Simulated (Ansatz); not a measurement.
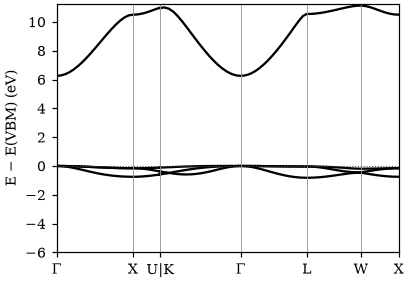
*Band structure from r²SCAN in the plane-wave PAW code Ansatz*

Task: Read off the gap and where the band edges lie.

Result: About 6.3 eV (6.25 eV by a search for the band edges); maximum on the K–Γ line, 81 % of the way from K, minimum at Γ.

The material is NaF (zinc blende, F-43m).

The start of the workflow was typed in or built on a structure type; neither database checked (COD, Materials Project) lists it. It is not the phase usual at ambient conditions (space group No. 225). The r²SCAN relaxation kept the symmetry of its start; whether a distortion lowers the energy is not shown.

Potentials: the later of the program's two PAW sets.
